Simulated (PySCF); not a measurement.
# CoF₄: relaxation and vibrations of the sextet

Aim: relax CoF₄ as a sextet from a PBE minimum start, check by its vibrations whether the end is a minimum, and collect its spectrum and constants.

Computed with PySCF 2.14.0. Level: PBE, basis Co def2-SVP, F def2-SVP, no relativity, density fitting.

**1. The system as given**

5 atoms, charge 0, spin multiplicity 6.

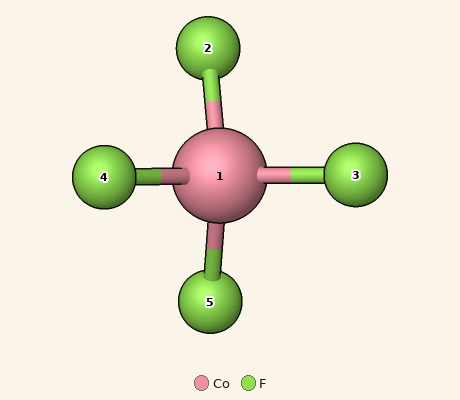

The starting geometry (cobalt pink, fluorine green); atoms are numbered from 1 in the order of the file.

Z-matrix (Å, degrees; charge 0 multiplicity 6):
```
Co
F  1 1.7596
F  1 1.7596 2 109.47
F  1 1.7596 2 109.47 3 120.00
F  1 1.7596 2 109.47 3 -120.00
```

**2. The SCF at the typed geometry**

The steps below are one call of a driver around PySCF. For each, scf.py gives the equivalent set-up of the SCF; relaxations use the driver's own optimiser. After this first run the driver tries any further starts and a stability analysis.

File scf.py:

```python
from pyscf import gto, scf, dft
mol = gto.M(atom='''
Co     0.000000     0.000000     0.000000
F     -1.015880    -1.015880     1.015880
F      1.015880     1.015880     1.015880
F      1.015880    -1.015880    -1.015880
F     -1.015880     1.015880    -1.015880''',
    basis={'Co': 'def2-SVP', 'F': 'def2-SVP'},
    charge=0, spin=5)
mf = dft.UKS(mol, xc='PBE')
mf.grids.atom_grid = (50, 194)
aux = {'Co': 'def2-universal-JKFIT', 'F': 'def2-universal-JKFIT'}
mf = mf.density_fit(auxbasis=aux)
mf.conv_tol = 1e-08
mf.diis_space = 10
mf.max_cycle = 60
mf.init_guess = 'minao'
mf.verbose = 4
mf.kernel()
```

Launch:

```bash
> OMP_NUM_THREADS=2 python axn.py task.json out
```

Log:

```text
init E= -1780.04715381084
[... the frontier-level lines of each cycle are left out ...]
cycle= 1 E= -1766.57741672378  delta_E= 13.5  |g|= 3.44  |ddm|= 10.4
cycle= 2 E= -1736.22090081549  delta_E= 30.4  |g|= 8.09  |ddm|= 10.4
cycle= 3 E= -1770.16296809344  delta_E= -33.9  |g|= 4.04  |ddm|= 8.33
cycle= 4 E= -1771.47856028661  delta_E= -1.32  |g|=  4.2  |ddm|= 2.53
cycle= 5 E= -1773.11601638316  delta_E= -1.64  |g|= 3.79  |ddm|= 2.54
cycle= 6 E= -1772.60694174512  delta_E= 0.509  |g|= 3.91  |ddm|= 1.86
cycle= 7 E= -1773.42126273834  delta_E= -0.814  |g|=  3.7  |ddm|= 1.81
cycle= 8 E= -1773.43532445976  delta_E= -0.0141  |g|= 3.71  |ddm|= 2.16
cycle= 9 E= -1773.96853593347  delta_E= -0.533  |g|= 3.63  |ddm|= 1.61
cycle= 10 E= -1774.81644646744  delta_E= -0.848  |g|= 3.45  |ddm|= 1.63
cycle= 11 E= -1774.78177401704  delta_E= 0.0347  |g|= 3.45  |ddm|= 1.35
cycle= 12 E= -1758.99298685196  delta_E= 15.8  |g|= 6.38  |ddm|= 10.6
cycle= 13 E= -1774.64354916843  delta_E= -15.7  |g|= 3.55  |ddm|= 9.21
cycle= 14 E= -1781.00100608472  delta_E= -6.36  |g|= 0.374  |ddm|= 3.21
cycle= 15 E= -1780.81596434036  delta_E= 0.185  |g|= 0.804  |ddm|= 0.554
cycle= 16 E= -1780.89675188125  delta_E= -0.0808  |g|= 0.655  |ddm|= 0.253
cycle= 17 E= -1780.89185787699  delta_E= 0.00489  |g|= 0.681  |ddm|= 0.233
cycle= 18 E= -1780.98399498019  delta_E= -0.0921  |g|= 0.467  |ddm|= 0.193
cycle= 19 E= -1781.00124797057  delta_E= -0.0173  |g|= 0.424  |ddm|= 0.137
cycle= 20 E= -1781.05337844704  delta_E= -0.0521  |g|= 0.175  |ddm|= 0.191
cycle= 21 E= -1781.04894639677  delta_E= 0.00443  |g|= 0.215  |ddm|= 0.09
cycle= 22 E= -1781.06280971648  delta_E= -0.0139  |g|= 0.0776  |ddm|= 0.0692
cycle= 23 E= -1781.06449735883  delta_E= -0.00169  |g|= 0.0331  |ddm|= 0.0353
cycle= 24 E= -1781.06487393333  delta_E= -0.000377  |g|= 0.00234  |ddm|= 0.0173
cycle= 25 E= -1781.06487569757  delta_E= -1.76e-06  |g|= 0.000765  |ddm|= 0.00187
cycle= 26 E= -1781.0648759539  delta_E= -2.56e-07  |g|= 0.000127  |ddm|= 0.000704
cycle= 27 E= -1781.06487595986  delta_E= -5.95e-09  |g|= 3.89e-05  |ddm|= 0.000103
Extra cycle  E= -1781.06487593926  delta_E= 2.06e-08  |g|= 0.000222  |ddm|= 0.000212
converged SCF energy = -1781.06487593926  <S^2> = 8.7546787  2S+1 = 6.0015594
```

This step, with its further starts and checks, ran for 35 s (2 threads of Arm Neoverse V1, shared host).

The starts that the driver tried:

```
                      start   energy (Eh)
    the minimal-basis guess  -1781.064876
a thermally smeared density  -1781.064876
      a smeared PBE density  -1781.064876
```

No lower solution of this spin turned up from the other starts or in the test of internal stability.

**3. Relaxation: PBE minimum start, sextet**

The program finds Td symmetry in the start, which this walk keeps. Threshold on the gradient: 0.0003 Eh/bohr, with a further test on the energy change.

Edit scf.py of step 2 so:

```diff
@@ -17 +16,0 @@
-mf.init_guess = 'minao'
```

Energy and gradient, step by step:

```
step   energy (Eh)  change (kJ/mol)  largest symmetric gradient (Eh/bohr)
   0  -1781.064876             0.00                               0.00070
   1  -1781.064887            -0.03                               0.00007
```

The walk took 5.1 s.

After 1 steps and 0.0 kJ/mol it ends at Td: Co–F 1.762 Å (×4); F–Co–F 109.5° (×6).

**4. Vibrations and properties at this point**

On the finer grid the gradient is checked again; gradients at displacements of ±0.02 bohr then give force constants and infrared intensities.

Edit scf.py of step 3 so:

```diff
@@ -3,5 +3,5 @@
-Co     0.000000     0.000000     0.000000
-F     -1.015880    -1.015880     1.015880
-F      1.015880     1.015880     1.015880
-F      1.015880    -1.015880    -1.015880
-F     -1.015880     1.015880    -1.015880''',
+Co    -0.000000    -0.000000     0.000000
+F     -1.015881    -1.015881     1.015881
+F      1.015881     1.015881     1.015881
+F      1.015881    -1.015881    -1.015881
+F     -1.015881     1.015881    -1.015881''',
@@ -11 +11 @@
-mf.grids.atom_grid = (50, 194)
+mf.grids.atom_grid = (75, 302)
@@ -14 +14 @@
-mf.conv_tol = 1e-08
+mf.conv_tol = 1e-10
```

The driver hands on the density of the step before, so the log starts near convergence.

SCF at the final geometry:

```text
init E= -1781.06550930173
[... the frontier-level lines of each cycle are left out ...]
cycle= 1 E= -1781.06550927488  delta_E= 2.68e-08  |g|= 0.000288  |ddm|= 0.000147
cycle= 2 E= -1781.06550688375  delta_E= 2.39e-06  |g|= 0.00273  |ddm|= 0.00138
cycle= 3 E= -1781.06550930047  delta_E= -2.42e-06  |g|= 5.92e-05  |ddm|= 0.00125
cycle= 4 E= -1781.06550930202  delta_E= -1.55e-09  |g|= 3.22e-07  |ddm|= 4.84e-05
cycle= 5 E= -1781.06550930203  delta_E= -9.09e-12  |g|= 1.21e-07  |ddm|= 1.06e-07
Extra cycle  E= -1781.06550930204  delta_E= -7.28e-12  |g|= 1.11e-06  |ddm|= 5.62e-07
converged SCF energy = -1781.06550930204  <S^2> = 8.7546727  2S+1 = 6.0015574
```

The whole step took 42 s.

Geometry: Td; Co–F 1.760 Å (×4); F–Co–F 109.5° (×6).

Modes, for the most abundant isotopes:

```csv
symmetry,ω (cm⁻¹),IR (km/mol),μ (u)
e,177,0.0,19.00
t2,203,27.3,22.99
a1,591,0.0,19.00
t2,656,117,23.99
```

No imaginary mode, so this is a minimum.

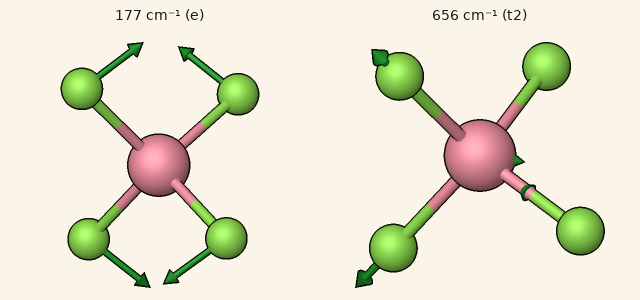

How the atoms move in 2 of the modes.

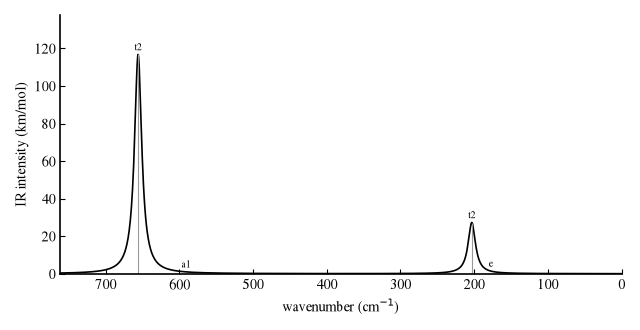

The harmonic infrared spectrum (widths in cm⁻¹). Lines are broadened to a width of 12 cm⁻¹ (Lorentzian).

Constants and moments:

| Quantity | Value |
| --- | --- |
| Dipole moment | 0.00 D |
| Highest occupied level | -8.99 eV |
| Lowest empty level | -7.65 eV |
| Rotational constants | 0.1075, 0.1075, 0.1075 cm⁻¹ |
| Zero-point energy | 21.1 kJ/mol |
| Principal polarisabilities | 32.4, 32.4, 32.4 bohr³ |
| Atomisation energy without zero-point energy | 1701 kJ/mol |
| Principal traceless quadrupole moments about the centre of mass | 0.00, 0.00, 0.00 D Å |
| Entropy at 298.15 K and 1 bar (electronic part: spin only) | 328.5 J/(mol K) |
| Heat capacity Cp at 298.15 K | 87.8 J/(mol K) |
| Enthalpy at 298.15 K above 0 K | 18.90 kJ/mol |
| Rotational symmetry number | 12 |
| Spin squared ⟨S²⟩ | 8.755 |

Charges (e) and bond orders:

```csv
atom,Mulliken,Löwdin,polar tensor,spin (Mulliken),Mayer order to Co1
Co1,1.05,0.65,1.23,3.08,–
"F2,3,4,5",-0.26,-0.16,-0.31,0.48,1.04
```

Outer orbital energies (eV). α occupied: -10.43, -10.43, -10.43, -9.75, -9.75, -8.99, -8.99, -8.99; empty: -0.83, 3.41, 4.19, 4.19. β occupied: -11.31, -11.31, -10.55, -10.55, -10.55, -9.67, -9.67, -9.67; empty: -7.65, -7.65, -6.69, -6.69.

Mulliken populations on Co1: s 6.32, p 12.66, d 6.96, f 0.00.

**5. What came out**

| quantity | value |
| --- | --- |
| minimum | sextet, Td |
| geometry | Co–F 1.760 Å (×4); F–Co–F 109.5° (×6) |
| wavenumbers (cm⁻¹) | 177 (e), 203 (t2), 591 (a1), 656 (t2) |
| dipole moment | 0.00 D |
| highest occupied, lowest empty level (either spin) | -8.99, -7.65 eV |
| polar-tensor charge of Co1 | +1.23 e |
| zero-point energy | 21.1 kJ/mol |
| entropy at 298.15 K | 328.5 J/(mol K) |
| atomisation energy (no zero-point energy) | 1701 kJ/mol |
| ⟨S²⟩ | 8.755 |

**Reading.** The PBE minimum start keeps its Td symmetry and ends in a minimum. In the infrared the band at 656 cm⁻¹ (t2, stretch) leads. Co1 has a polar-tensor charge of +1.2 e (a dipole derivative, not a static charge), yet symmetry cancels the bond dipoles. Most of the spin sits on Co1 (Mulliken spin 3.08, against 5 for the whole molecule). Only this shape and spin were tried, so other structures or states may lie lower. Open d and f shells are described by one determinant, and the ground state may have another occupation or spin.

The search up to here took 82 s.
